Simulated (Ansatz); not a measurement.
BAsH$_{6}$S: single-point calculation

The run: single-point calculation of BAsH$_{6}$S. Method and program: RKS PBE0-D4/def2-TZVPP (Ansatz 0.2.0).

The geometry is the reactant side of a reaction. The reaction was set up to form B1–As6 and S2–H5 and to break B1–S2 and H5–As6 (atoms counted from 1 in the order of the input); sticks are drawn by distance alone. The geometry comes from this level: PBE0-D4/def2-TZVP.

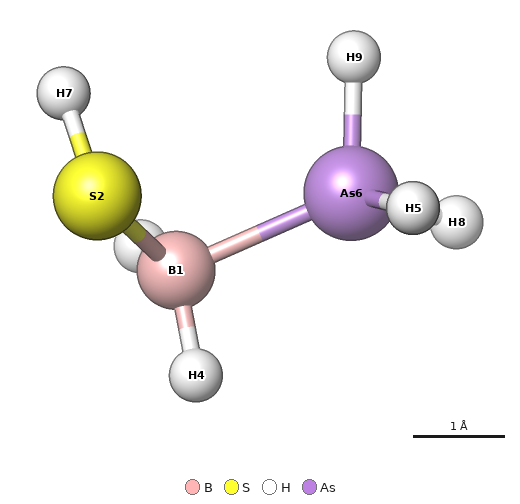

**Figure 1.** The input geometry (ball-and-stick view, seen at a tilt; atoms are numbered from 1 in the order of the input).

The input:
```yaml
crystal:
  periodic: [false, false, false]
  atoms:
    - {symbol: B, position_ang: [-0.637580, 0.134001, -0.885141]}
    - {symbol: S, position_ang: [0.655071, 1.395293, -1.404222]}
    - {symbol: H, position_ang: [-0.649787, -0.915131, -1.468571]}
    - {symbol: H, position_ang: [-1.707197, 0.650458, -0.698570]}
    - {symbol: H, position_ang: [0.112890, 0.812098, 1.997542]}
    - {symbol: As, position_ang: [-0.026310, -0.370247, 1.078870]}
    - {symbol: H, position_ang: [1.605762, 0.543087, -1.819158]}
    - {symbol: H, position_ang: [-0.726154, -1.334354, 2.018226]}
    - {symbol: H, position_ang: [1.373206, -0.915206, 1.180923]}
basis:
  gaussian: {orbitals: def2-TZVPP}
hamiltonian: {xc: pbe0, dispersion: d4}
output: {orbitals: {seedname: orbitals}}
```

Hardware: 4 threads of Arm Neoverse V2, 23 GiB of memory available, shared host.

Launch command:
```bash
ansatz run in.yaml --threads 4 --pin off --events-out ev --progress --plain --max-ram 9574MiB
```

Log:
```
Functional definition: PBE0
  name "PBE0"
  cite "Adamo & Barone, J. Chem. Phys. 110, 6158 (1999) doi:10.1063/1.478522"
  cite "Perdew, Burke & Ernzerhof, Phys. Rev. Lett. 77, 3865 (1996) doi:10.1103/PhysRevLett.77.3865"
  parent pbe
  parameter a = 0.25
  parameter kappa = 0.804
  parameter beta = 0.06672455060314922
  exchange = (1 - a)*pbe_x(kappa = kappa, mu = beta*pi^2/3) + a*exact_x
  correlation = pbe_c(beta = beta)
1261 factors; their error is unknown
mean field evaluation 1: about -72435.7969 eV, gradient 3.3e1 eV
mean field evaluation 2: about -72434.8383 eV, gradient 3.7e1 eV
mean field evaluation 4: about -72438.8565 eV, gradient 1.2e0 eV
mean field evaluation 8: about -72439.1131 eV, gradient 1.1e-1 eV
mean field -72439.11313038 eV, -2662.0883065470 hartree, gradient 5.3e-5 eV, S^2 0.000000; 0 other end points of the search recorded, 0 dependent functions left out
reference -72439.11316156 eV, -2662.0883076928 hartree; 30, 30 occupied and 175, 175 virtual orbitals, 1261 factors
Total energy: -72439.27907498 eV, -2662.0944048987 hartree
```

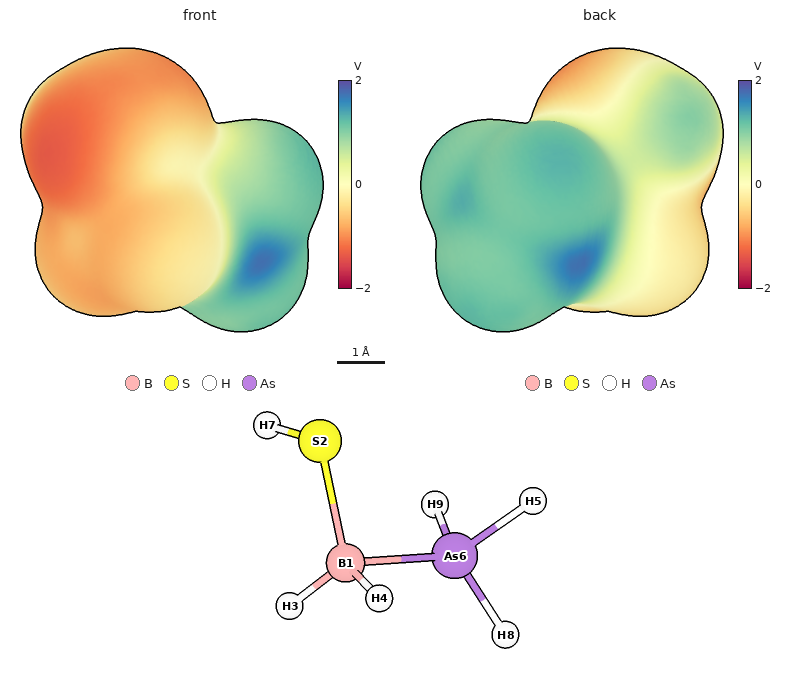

**Figure 2.** The electrostatic potential painted on the density surface at 0.002 e/bohr³, seen at a tilt and from behind; red is negative and blue positive. The bare structure is drawn below in the same view.

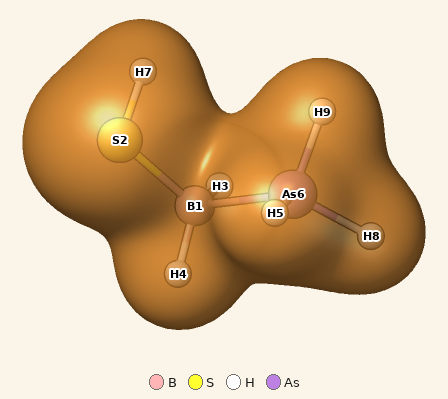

**Figure 3.** Isosurface of the electron density at 0.05 e/Å³ (orange), seen at a tilt. At this value the surface is in one piece. On the grid the lowest density along these lines, outside the cores, is 0.88 e/Å³ (B–S, 1.88 Å), 0.57 e/Å³ (B–As, 2.12 Å), 1.2 e/Å³ (B–H, 1.20 Å) and 1.5 e/Å³ (S–H, 1.34 Å).

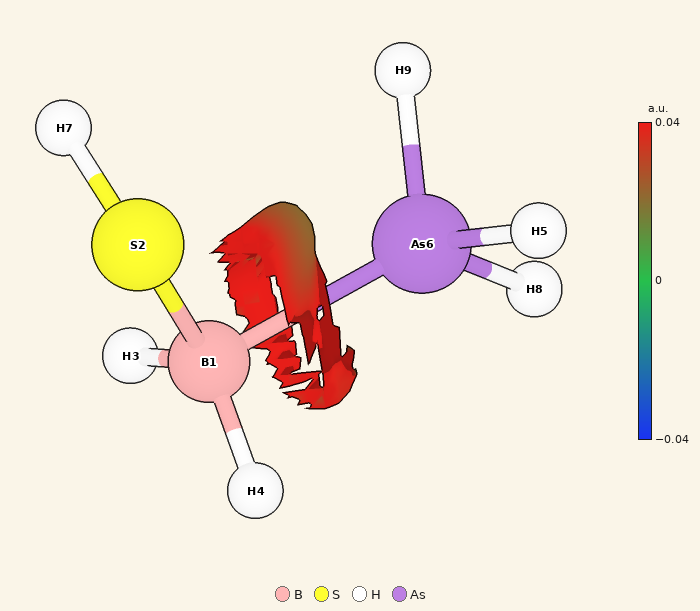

**Figure 4.** Non-covalent interaction (NCI) plot: the surface where the reduced density gradient is 0.5, for densities under 0.05 a.u., coloured by sign(λ₂)ρ; seen at a tilt. Between B1 on one side and As6 on the other: a weak, van der Waals-like contact (green).

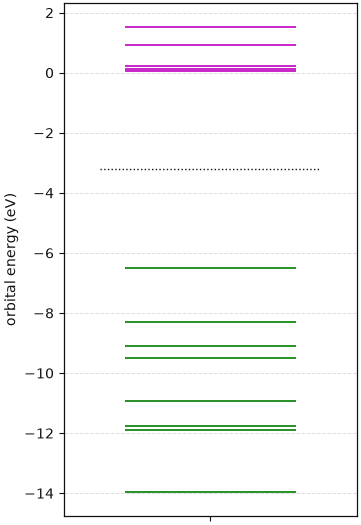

**Figure 5.** Orbital energies near the frontier; the dotted line parts filled from empty levels, and levels within 0.02 eV of each other stand side by side. Highest filled −6.50 eV, lowest empty 0.07 eV, 6.57 eV apart.

Results in brief:

```csv
quantity,value
outcome,converged
total energy,−72439.2791 eV
mean-field energy,−72439.1132 eV
dispersion energy,−0.1659 eV
SCF solution under orbital rotations,stable
HOMO,−6.50 eV
LUMO,0.07 eV
wall time,1.9 s (CPU time 7 s)
peak memory,0.48 GiB
```
